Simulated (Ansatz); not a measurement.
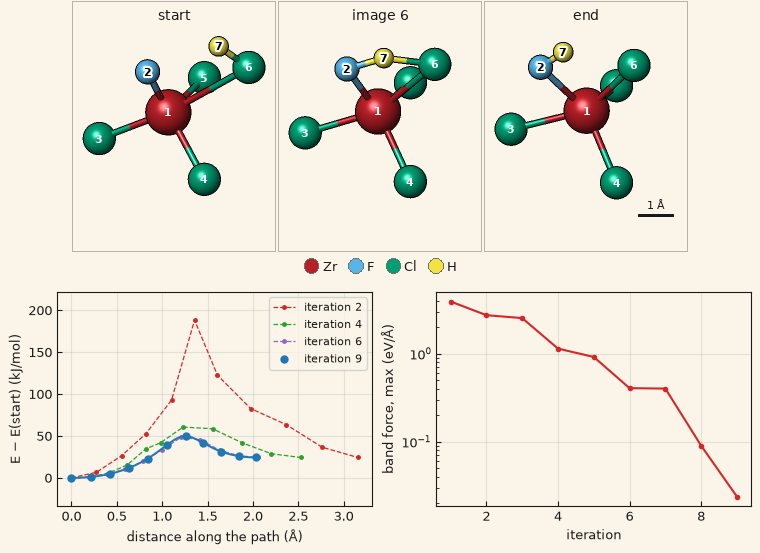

A search for the minimum-energy path of ZrHCl4F, made up at the start of ZrCl₃F and HCl by the nudged elastic band. Images are numbered from 0 (start) to 10 (end). The plot follows the band through its iterations. The picture is a ball-and-stick view, seen from a free direction.

The calculation used RKS BHLYP-D4/def2-SVP (Ansatz 0.2.0). Settings: 9 movable images; climbing image; force threshold 0.03 eV/Å; iteration limit 60; starting path through a guess of the saddle point.

Question: Did the band converge, and can the barrier be trusted?

Answer: The result is final at these settings. The band converged in 9 iterations. The largest component of the band force went from 3.9 to 0.024 eV/Å. The climbing image converged on the top of the path. Its vibrational analysis gives one imaginary mode (731i cm⁻¹), as a transition state must have. The first iteration put the highest image at 331.1 kJ/mol. Forward barrier 50.0 kJ/mol, backward barrier 25.6 kJ/mol, with image 6 at the top; the reaction energy is +24.4 kJ/mol.
